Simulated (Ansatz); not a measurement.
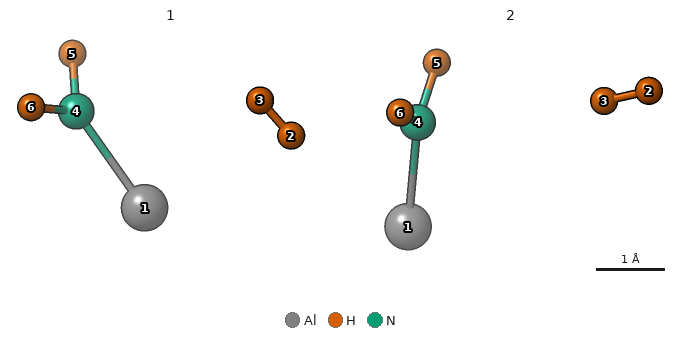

Two geometries of AlNH4, drawn at one scale. One is the start of a relaxation, the other its converged end. Style: ball-and-stick. Shown at a tilt.

These are results of Ansatz, RHF/def2-SVP, not measurements. Set-up: no spin polarisation; force threshold 0.03 eV/Å; at most 50 steps.

**Which geometry has the lower energy?**

Structure 2 is the relaxed one. The run prepares an end point of a later path (reaction) calculation, from a guessed geometry. After 14 accepted moves (19 points after the start) the energy has fallen by 5.11 kcal/mol. Largest force component: 1.4 eV/Å at the start, 0.026 eV/Å at the end. The line search rejected the trial steps at points 6, 10, 15, 17, 18 of the run. The forces were under the threshold at step 5, but the run went on from there. Al1 moves most after the best rigid fit: 1.31 Å. By element the largest moves are Al 1.31 Å, H 0.86 Å, N 0.19 Å. Among the contacts that change: H2–H3 0.711 → 0.748 Å. The run took 5.8 s on 1 thread of Arm Neoverse V2 (shared host), peak memory 0.092 GiB.

Limits of the set-up: the start holds two separate molecules, 2.8 Å apart at their closest, whose relative position is a soft coordinate and is computed without a dispersion correction; Hartree-Fock leaves out electron correlation.
